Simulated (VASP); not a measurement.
Band structure of Bi2Te3 (tetradymite). Computed with LDA (Ceperley-Alder, Perdew-Zunger), VASP's LDA PAW potentials (set 64) (plane waves; VASP).

Unless said otherwise, spin-orbit coupling is left out, though it shifts the bands of the heavy elements here.

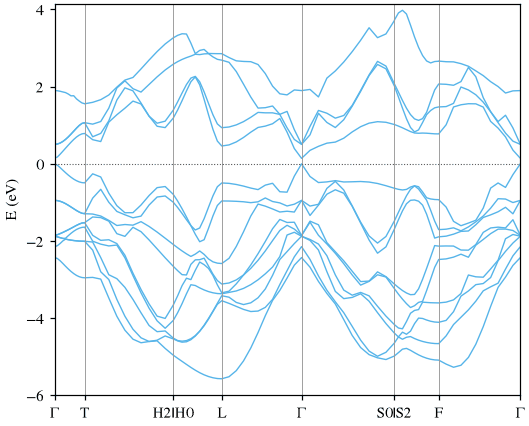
Bands along high-symmetry lines, zero at the valence-band maximum or, without a gap, the Fermi level

Read the plot: is there a gap, and where are the band edges?

The gap is direct, 0.14 eV, from the valence maximum at Γ to the conduction minimum at Γ. (Edges off the drawn lines would not show.)

The compound is Bi2Te3 in the tetradymite structure. It was relaxed first.
